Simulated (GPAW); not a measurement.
# Si K-edge XANES of TiSi2 (Cmcm)

How does the Si K edge of TiSi2 (Cmcm) move when the bonds are compressed or stretched?

Program: GPAW 26.7.0. Level of theory: X-ray absorption from dipole matrix elements to empty bands, plane-wave PAW LDA. Results are calculated unless marked as measured.

### Step 1. The structure

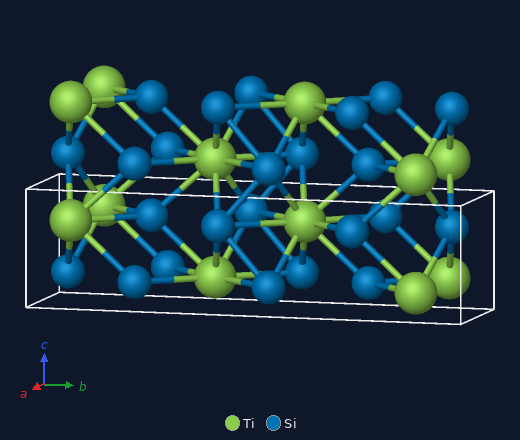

The starting structure, seen slightly off an axis (titanium green, silicon blue). 1×1×2 cells are drawn. This picture shows the conventional cell, with its axes. Some periodic images of atoms are drawn too.

As a file:

```cif
data_structure
_symmetry_space_group_name_H-M 'P 1'
_symmetry_Int_Tables_number 1
_cell_length_a 6.9859
_cell_length_b 6.9859
_cell_length_c 3.5652
_cell_angle_alpha 90.000
_cell_angle_beta 90.000
_cell_angle_gamma 150.729
_cell_volume 85.07
loop_
_atom_site_label
_atom_site_type_symbol
_atom_site_fract_x
_atom_site_fract_y
_atom_site_fract_z
_atom_site_occupancy
Ti1 Ti 0.10312 0.89688 0.25000 1
Ti2 Ti 0.89688 0.10312 0.75000 1
Si3 Si 0.75031 0.24969 0.25000 1
Si4 Si 0.24969 0.75031 0.75000 1
Si5 Si 0.44175 0.55825 0.25000 1
Si6 Si 0.55825 0.44175 0.75000 1
```

### Step 2. Ground state of the crystal

The ground state comes first: it tells whether the system has a gap, which decides how the excited electron is treated.

scf.py reads:

```python
import numpy as np
from ase import Atoms
from ase.parallel import parprint, paropen
from gpaw import GPAW, PW, FermiDirac, Mixer, MixerDif, setup_paths
from gpaw.test import gen
setup_paths.insert(0, '.')
gen('Si', name='nch1s', xcname='LDA', corehole=(1, 0, 0), write_xml=True)
from gpaw.mpi import world
world.barrier()

atoms = Atoms('Ti2Si4',
    cell=[[1.76510502, -6.75928154, 0],
     [1.76510502, 6.75928154, 0],
     [0, 0, 3.56517397]],
    scaled_positions=[[0.10311808, 0.89688192, 0.25],
     [0.89688192, 0.10311808, 0.75],
     [0.75031482, 0.24968518, 0.25],
     [0.24968518, 0.75031482, 0.75],
     [0.44174855, 0.55825145, 0.25],
     [0.55825145, 0.44174855, 0.75]],
    pbc=True)
atoms.calc = calc = GPAW(legacy_gpaw=True, mode=PW(430, force_complex_dtype=True), xc='LDA', setups={2: 'nch1s'},
    kpts={'size': (7, 7, 7), 'gamma': True}, occupations=FermiDirac(0.05),
    charge=0, mixer=Mixer(0.1, 5, 50), maxiter=150,
    convergence={'density': 0.0001, 'eigenstates': 1e-6}, txt='scf.txt')
energy = atoms.get_potential_energy() + calc.get_reference_energy()
ef = calc.get_fermi_level()
out = dict(energy=energy, fermi=ef, forces=atoms.get_forces().tolist())
parprint(f'all-electron energy {energy:.4f} eV, Fermi level {ef:.4f} eV')
ev = np.array([[calc.get_eigenvalues(k, s) for k in range(len(calc.get_ibz_k_points()))] for s in range(calc.get_number_of_spins())])
out['homo'], out['lumo'], out['counts'] = ev[ev < ef].max(), ev[ev > ef].min(), sorted(set((ev < ef).sum((0, 2)).tolist()))
out['filled'] = (ev[:, 0] < ef).sum(1).tolist()
import json
with paropen('out.json', 'w') as f:
    json.dump(out, f)
```

Started as:

```
OMP_NUM_THREADS=1 mpirun -n 4 gpaw python scf.py
```

Numbers of over 12 decimals in the logs are rounded to 6 here.

Output:

```text
Input parameters:
  convergence: {density: 0.0001,
                eigenstates: 1e-06}
  kpts: {gamma: True,
         size: (7, 7, 7)}
  maxiter: 150
  mixer: {backend: pulay,
          beta: 0.1,
          method: separate,
          nmaxold: 5,
          weight: 50}
  mode: {ecut: 430.0,
         force_complex_dtype: True,
         name: pw}
  occupations: {fixmagmom: False,
                name: fermi-dirac,
                width: 0.05}
  setups: {2: nch1s}

Initialize ...

[... PAW data sets ...]

Reference energy: -77782.750859  # eV

Spin-paired calculation

[... convergence settings ...]
Symmetries present (total): 2
  [... symmetry matrices ...]

343 k-points: 7 x 7 x 7 Monkhorst-Pack grid
100 k-points in the irreducible part of the Brillouin zone
       k-points in crystal coordinates                weights
   0:     0.00000000    0.00000000    0.00000000          1/343
   1:     0.00000000    0.00000000    0.14285714          2/343
   2:     0.00000000    0.00000000    0.28571429          2/343
   3:     0.00000000    0.00000000    0.42857143          2/343
   4:     0.14285714   -0.14285714   -0.42857143          2/343
   5:     0.14285714   -0.14285714   -0.28571429          2/343
   6:     0.14285714   -0.14285714   -0.14285714          2/343
   7:     0.14285714   -0.14285714    0.00000000          2/343
   8:     0.14285714   -0.14285714    0.14285714          2/343
   9:     0.14285714   -0.14285714    0.28571429          2/343
          ...
  99:     0.42857143    0.42857143    0.42857143          4/343

Wave functions: Plane wave expansion
  Cutoff energy: 430.000 eV
  Number of coefficients (min, max): 1698, 1739
  Pulay-stress correction: 0.000000 eV/Ang^3 (de/decut=0.000000)
  Using FFTW library
  Wavefunction extrapolation:
    Improved wavefunction reuse through dual PAW basis

Occupation numbers: Fermi-Dirac:
  width: 0.0500  # eV

Eigensolver
   Davidson(niter=2)

Densities:
  Coarse grid: 35*35*18 grid
  Fine grid: 70*70*36 grid
  Total Charge: 0.000000

Density mixing:
  Method: separate
  Backend: pulay
  Linear mixing parameter: 0.1
  old densities: 5
  Width of damping distribution: 1.1
  Damping of long wavelength oscillations: 50

[... Hamiltonian set-up ...]
Number of atoms: 6
Number of atomic orbitals: 42
Number of bands in calculation: 28
Number of valence electrons: 40
Bands to converge: occupied

... initialized

Initializing position-dependent things.

Density initialized from atomic densities
Creating initial wave functions:
  28 bands from LCAO basis set

             Si
              Ti
          Si

           Si
       Ti
        Si

Atomic positions and initial magnetic moments

Positions:
   0 Ti     1.765105    5.365273    0.891293    ( 0.0000,  0.0000,  0.0000)
   1 Ti     1.765105   -5.365273    2.673880    ( 0.0000,  0.0000,  0.0000)
   2 Si     1.765105   -3.383897    0.891293    ( 0.0000,  0.0000,  0.0000)
   3 Si     1.765105    3.383897    2.673880    ( 0.0000,  0.0000,  0.0000)
   4 Si     1.765105    0.787476    0.891293    ( 0.0000,  0.0000,  0.0000)
   5 Si     1.765105   -0.787476    2.673880    ( 0.0000,  0.0000,  0.0000)

Unit cell:
           periodic     x           y           z      points  spacing
  1. axis:    yes    1.765105   -6.759282    0.000000    35     0.0976
  2. axis:    yes    1.765105    6.759282    0.000000    35     0.0976
  3. axis:    yes    0.000000    0.000000    3.565174    18     0.1981

  Lengths:   6.985949   6.985949   3.565174
  Angles:   90.000000  90.000000 150.729457

Effective grid spacing dv^(1/3) = 0.1568

iter:   1   -42.606177
iter:   2   -42.690573   -0.76  -1.25
iter:   3   -42.703226   -1.00  -1.28
iter:   4   -42.803924   -1.59  -1.71
iter:   5   -43.053733   -0.46  -1.76
iter:   6   -42.591663   -1.09  -1.60
iter:   7   -42.658606   -1.51  -2.27
iter:   8   -42.584687   -2.33  -2.05
iter:   9   -42.585538   -3.51  -2.45
iter:  10   -42.580978c  -2.36  -2.50
iter:  11   -42.579923c  -3.81  -2.97
iter:  12   -42.579818c  -4.77  -3.35
iter:  13   -42.579795c  -4.98  -3.46
iter:  14   -42.579816c  -5.06  -3.69
iter:  15   -42.579805c  -4.76  -3.68
iter:  16   -42.579789c  -6.27c -3.97
iter:  17   -42.579788c  -6.43c -4.41c

Converged after 17 iterations.

Dipole moment: (-0.000000, -0.000000, -0.000000) |e|*Ang

Energy contributions relative to reference atoms: (reference = -77782.750859)

Kinetic:        +40.049584
Potential:      -31.253046
External:        +0.000000
XC:             -51.192021
Entropy (-ST):   -0.012244
Local:           -0.178183
SIC:             +0.000000
--------------------------
Free energy:    -42.585910
Extrapolated:   -42.579788

Showing only first 2 kpts
 Kpt  Band  Eigenvalues  Occupancy
  0    18      7.80356    2.00000
  0    19     10.33206    0.00016
  0    20     10.54061    0.00000
  0    21     10.68524    0.00000

  1    18      8.51161    2.00000
  1    19      9.90079    0.62742
  1    20     10.26990    0.00057
  1    21     10.44452    0.00002

Fermi level: 9.86165

No gap
No difference between direct/indirect transitions

Forces in eV/Ang:
  0 Ti    0.00000   -0.01934    0.00000
  1 Ti    0.00000    0.01934   -0.00000
  2 Si    0.00000   -0.01244    0.00000
  3 Si    0.00000    0.01244   -0.00000
  4 Si    0.00000    0.12497   -0.00000
  5 Si    0.00000   -0.12497   -0.00000
Scalar-relativistic atomic LDA calculation for Si (Silicon, Z=14)
Core hole in 1s state (1s occupation: 2.0)
450 radial gridpoints.
|------------------------------------------------|
|------------------------------------------------|
[... the atom generator's iteration count ...]

Energy contributions:
-------------------------
Kinetic:     +289.200818
XC:           -19.595459
Potential:   -558.407745
-------------------------
Total:       -288.802385

state      eigenvalue         ekin         rmax
-----------------------------------------------
1s^2.0 :   -65.348349    92.179850        0.073
2s^2.0 :    -5.098251    13.047377        0.456
2p^6.0 :    -3.513548    12.237934        0.387
3s^2.0 :    -0.399754     1.628943        1.773
3p^2.0 :    -0.152955     1.030438        2.146
-----------------------------------------------
(units: Bohr and Hartree)

Generating PAW setup
Kinetic energy of the core from tauc = 284.492433
Cutoffs:
rc(s)=2.000
rc(p)=2.000
rc(d)=2.000
rc(vbar)=1.800
rc(comp)=2.000
rc(nct)=2.000

Kinetic energy of the core states: 283.882055
Charge: 0.0
Core electrons: 10.0
Valence electrons: 4.0
Pseudo-core charge: 0.185992
Shape function alpha=2.500
Pseudo-electron charge 4.425116
state    eigenvalue         norm
--------------------------------
3s(2) :    -0.399754     1.114161
*s    :     0.600246
3p(2) :    -0.152955     1.005401
*p    :     0.847045
*d    :     0.000000
--------------------------------

Diagonalizing with gridspacing h=0.050

state   all-electron     PAW
-------------------------------
3s:      -0.399754    -0.399911
3p:      -0.152955    -0.153089
*d:                    0.032715
*f:                    0.069217
-------------------------------
all-electron energy -77825.3306 eV, Fermi level 9.8616 eV
```

Elapsed: 55 s, on 4 MPI ranks of Arm Neoverse V1, shared host; peak memory 0.24 GiB; 3.6 min of CPU time.

The mesh shows no gap, so the system is treated as a metal and the core electron is put at the Fermi level (neutral cell).

### Step 3. Reference energy of the supercell

The photon energy needs a difference of total energies, so the cell and mesh of the coming hole run are first run without a hole.

scf.py: that of step 2 with these lines changed.

```diff
@@ -10,15 +10,21 @@
 
-atoms = Atoms('Ti2Si4',
-    cell=[[1.76510502, -6.75928154, 0],
-     [1.76510502, 6.75928154, 0],
-     [0, 0, 3.56517397]],
-    scaled_positions=[[0.10311808, 0.89688192, 0.25],
-     [0.89688192, 0.10311808, 0.75],
-     [0.75031482, 0.24968518, 0.25],
-     [0.24968518, 0.75031482, 0.75],
-     [0.44174855, 0.55825145, 0.25],
-     [0.55825145, 0.44174855, 0.75]],
+atoms = Atoms('Ti4Si8',
+    cell=[[3.53021005, 0, 3.56517397],
+     [-3.53021005, 0, 3.56517397],
+     [1.76510502, -6.75928154, 0]],
+    scaled_positions=[[0.57344096, 0.67655904, 0.20623616],
+     [0.07344096, 0.17655904, 0.20623616],
+     [0.42655904, 0.32344096, 0.79376384],
+     [0.92655904, 0.82344096, 0.79376384],
+     [0.24984259, 0.00015741, 0.50062964],
+     [0.74984259, 0.50015741, 0.50062964],
+     [0.75015741, 0.99984259, 0.49937036],
+     [0.25015741, 0.49984259, 0.49937036],
+     [0.40412572, 0.84587428, 0.8834971],
+     [0.90412572, 0.34587428, 0.8834971],
+     [0.59587428, 0.15412572, 0.1165029],
+     [0.09587427, 0.65412572, 0.1165029]],
     pbc=True)
-atoms.calc = calc = GPAW(legacy_gpaw=True, mode=PW(430, force_complex_dtype=True), xc='LDA', setups={2: 'nch1s'},
-    kpts={'size': (7, 7, 7), 'gamma': True}, occupations=FermiDirac(0.05),
+atoms.calc = calc = GPAW(legacy_gpaw=True, mode=PW(430, force_complex_dtype=True), xc='LDA', setups={4: 'nch1s'},
+    kpts={'size': (5, 5, 4), 'gamma': True}, occupations=FermiDirac(0.1),
     charge=0, mixer=Mixer(0.1, 5, 50), maxiter=150,
```

Output:

```text
Input parameters:
  convergence: {density: 0.0001,
                eigenstates: 1e-06}
  kpts: {gamma: True,
         size: (5, 5, 4)}
  maxiter: 150
  mixer: {backend: pulay,
          beta: 0.1,
          method: separate,
          nmaxold: 5,
          weight: 50}
  mode: {ecut: 430.0,
         force_complex_dtype: True,
         name: pw}
  occupations: {fixmagmom: False,
                name: fermi-dirac,
[...]
3s(2) :    -0.399754     1.114161
*s    :     0.600246
3p(2) :    -0.152955     1.005401
*p    :     0.847045
*d    :     0.000000
--------------------------------

Diagonalizing with gridspacing h=0.050

state   all-electron     PAW
-------------------------------
3s:      -0.399754    -0.399911
3p:      -0.152955    -0.153089
*d:                    0.032715
*f:                    0.069217
-------------------------------
all-electron energy -155650.6592 eV, Fermi level 9.8646 eV
[key lines of the parts left out:]
Converged after 19 iterations.
Dipole moment: (-0.000000, -0.000000, 0.000000) |e|*Ang
Free energy:    -85.213032
Fermi level: 9.86462
```

Run time: 73 s. Hardware: 4 MPI ranks; peak memory 0.29 GiB; 4.8 min of CPU time.

Reference energy: -155650.659 eV with the cores included.

[end of part 1 of 4]

[Banner, clock and machine lines of the logs are left out without a mark of their own.]

[Logs are printed without paths, hosts, clocks, repeated set-up lines and the standing remarks that a program may print on its own settings, such as how far it seeks lower states.]

[Hosts, paths, dates, database ids (printed as entryN), source tags and the programs' standing remarks are cut or masked in the printed files.]

[Lists of maxima count a maximum above −3 eV only where it reaches 4 % of the highest in the window and stands out from its surroundings by 2 % of it (1.5 % where it reaches 55 %); shoulders and weaker maxima are passed over, and of the rest the first, up to two pre-edge ones and the few strongest are named.]
